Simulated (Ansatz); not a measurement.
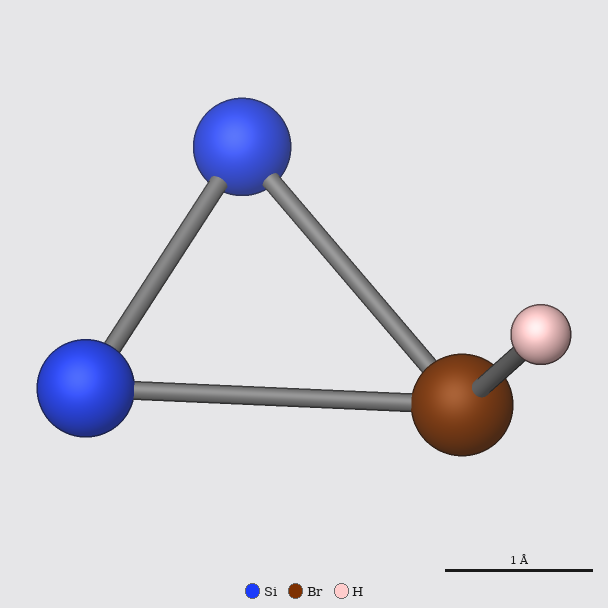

Computed geometry: PBE0-D4/def2-TZVP optimisation. No frequency run is at hand to confirm it as a minimum.

Identify the structure.

The molecule is BrHSi₂. This geometry has Cs symmetry. Coordination, clear cases only: 1 Br trigonal pyramidal.

More results for the same structure follow; atom numbers are the same in all pictures, views and colours differ.

### Dipole moment

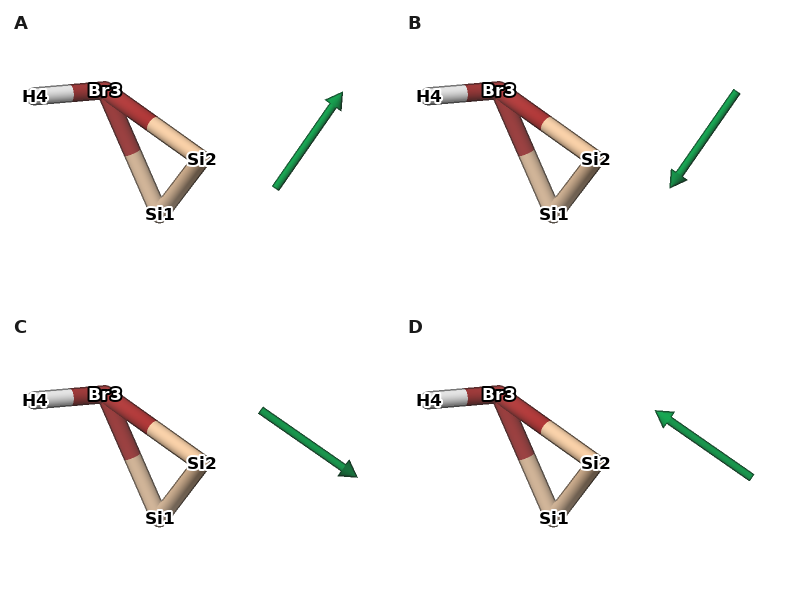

The same molecule four times, each with an arrow. No frequency run is at hand to confirm it as a minimum. Properties computed with RKS PBE0-D4/def2-TZVP (Ansatz 0.2.0).

Which arrow points along the dipole moment, from the negative to the positive end?

D. The dipole moment is 2.63 D; it points from the side of Si1, Si2 to the side of H4 (the outermost atoms at the two ends).

### Electronic properties

No frequency run is at hand to confirm it as a minimum. Level of theory: RKS PBE0-D4/def2-TZVPP (Ansatz 0.2.0).

What does the calculation give?

- HOMO energy (Kohn–Sham orbital): −5.51 eV
- LUMO energy (Kohn–Sham orbital): −2.32 eV
- HOMO–LUMO gap: 3.19 eV

### Charges

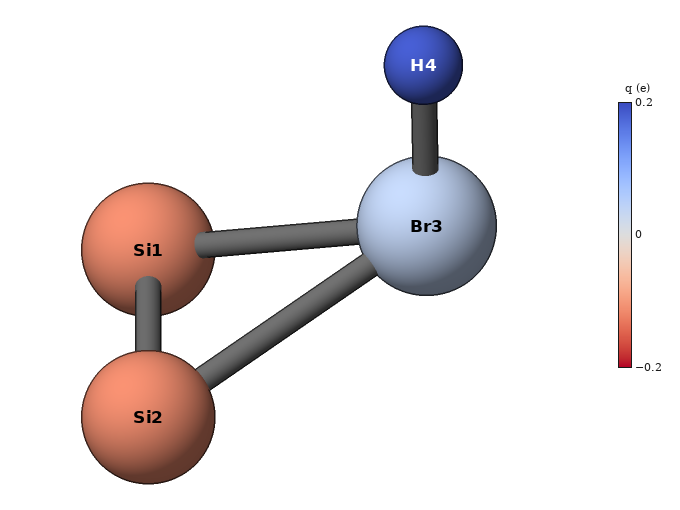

Atoms are coloured by their Mulliken charges. No frequency run is at hand to confirm it as a minimum. Method: RKS PBE0-D4/def2-TZVP (Ansatz 0.2.0).

Give the Mulliken charges atom by atom.

| atom | value (e) |
| --- | --- |
| Si1 | −0.11 |
| Si2 | −0.11 |
| Br3 | 0.04 |
| H4 | 0.18 |

Mulliken values depend strongly on the basis set and can even reverse the polarity of a bond.
